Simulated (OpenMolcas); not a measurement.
## Predicting a hybrid from its neighbours: GeSiH3ClO

GeSiH3ClO has 7 atoms, charge 0, and is taken as a singlet. SMILES: `[SiH3][O][Ge][Cl]`. Geometry: relaxed at PBE0-D4/def2-TZVP. This is one conformer, not always the lowest.

The HOMO–LUMO gap y, in eV, basis cc-pVDZ; a is the functional's share of exact exchange. Programs: OpenMolcas 26.06.

| functional | program | a | y (eV) |
| --- | --- | --- | --- |
| TPSS | OpenMolcas | 0 | 3.84 |
| PBE | OpenMolcas | 0 | 3.72 |
| B3LYP | OpenMolcas | 0.2 | 5.19 |
| PBE0 | OpenMolcas | 0.25 | ? |
| BHLYP | OpenMolcas | 0.5 | 7.43 |

Problem. Fit y = c + s·a to the known rows and predict PBE0.

Solution. 
1. Means of the 4 rows: a = 0.1750, y = 5.045.
2. Σ(Δa)² = 0.1675, Σ(Δa·Δy) = 1.2215, so the slope is 1.2215/0.1675 = 7.2925.
3. Intercept: 5.045 − (7.2925) × 0.1750 = 3.769. The largest residual of the fit is 0.071.
4. PBE0: 3.769 + (7.2925) × 0.25 = 5.59 eV.

The run gave 5.59 eV, so the prediction is off by 0.00 eV: they agree to the digits shown. Exact exchange lowers occupied levels and raises empty ones. The rows mix families of semi-local functionals, which the line can't see.

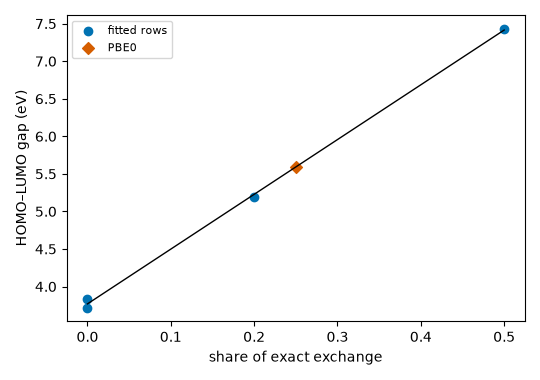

The fitted line, with the withheld row.
